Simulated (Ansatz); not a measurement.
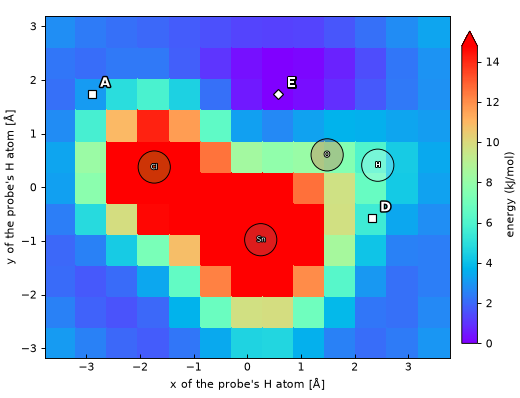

ClHOSn (SMILES [OH][Sn][Cl]) with the probe H2. The probe is moved over a plane parallel to the molecule's main plane, 2.10 Å above it. The first coordinate is: x of the probe's H atom; the second: y of the probe's H atom. Nothing is relaxed (molecule and probe rigid, the probe upright with H nearest the plane). The scan uses a 13 × 11 grid. Energies are in kJ/mol, from the lowest grid point. Computed with RKS PBE0-D4/def2-SVPD (Ansatz 0.2.0).

In the figure: one coloured cell a grid point, labelled circles for the molecule's atoms, projected on the plane, one colour for all values above the top of the scale, lettered points.

Question: Rank the lettered points by energy, lowest first.

Answer: E (0.0 kJ/mol), A (3.1 kJ/mol), D (5.5 kJ/mol).
